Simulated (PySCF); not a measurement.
| atom | x (Å) | y (Å) | z (Å) |
| --- | --- | --- | --- |
| Si | 0.3152 | -0.5212 | 0.1766 |
| Si | -0.7723 | 0.0870 | -1.8253 |
| C | 1.3497 | 0.9322 | 0.7825 |
| C | -0.9792 | -0.9989 | 1.4065 |
| H | 1.1882 | -1.7034 | -0.1218 |
| H | -1.6741 | 1.2563 | -1.5718 |
| H | -1.6035 | -1.0377 | -2.3578 |
| H | 0.2136 | 0.4840 | -2.8824 |
| H | 2.1018 | 1.2208 | 0.0326 |
| H | 0.7084 | 1.8064 | 0.9754 |
| H | 1.8726 | 0.6765 | 1.7170 |
| H | -1.3901 | -2.0123 | 1.4711 |
| H | -1.4614 | -0.2647 | 2.0619 |

Geometry: PBE0-D3(BJ)/def2-SVP.

Computed with UKS B3LYP, IGLO-III on C Si, pcH-1 on H, non-relativistic, mean-field spin-orbit, GIAO in PySCF.

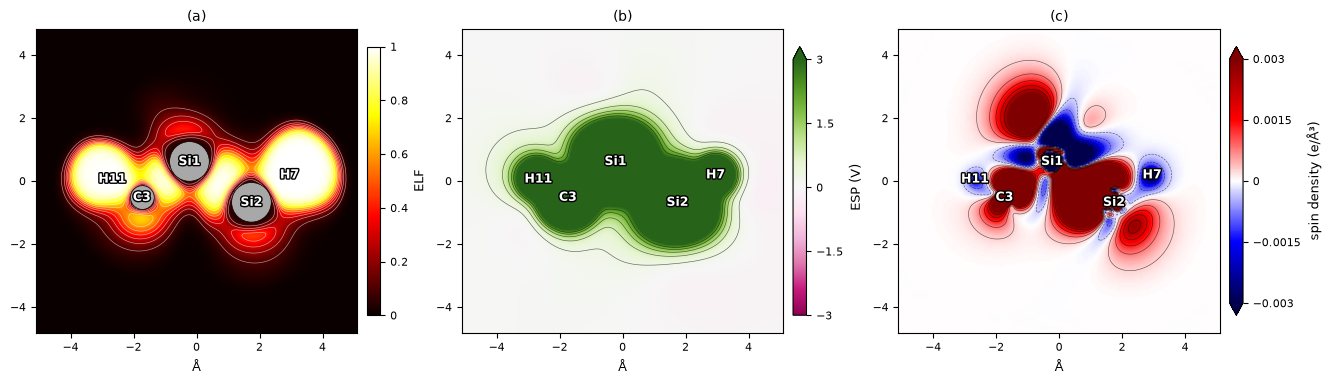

C2H9Si2 (doublet). (a) electron localisation function; (b) molecular electrostatic potential; (c) spin density (α minus β) on the plane of atoms Si1, C3 and H11. Grey discs cover the atomic cores in the ELF map.

### What do the fields say about this system?

- The section cuts through Si, C and H sites.
- Si–Si (2.36 Å): the ELF peaks at about 1 between the atoms (a shared electron pair).
- C–H (1.10 Å): the ELF climbs to about 1 towards the hydrogen, as it does in any bond to H (a covalent bond by its length).
- Si–H (1.50 Å): the ELF climbs to about 1 towards the hydrogen.
- The unpaired spin (1 electron) lies mostly on C4 (about 0.7) and Si1 (about 0.1), in electrons by Hirshfeld's partition.
- The potential has no marked negative region in this plane.
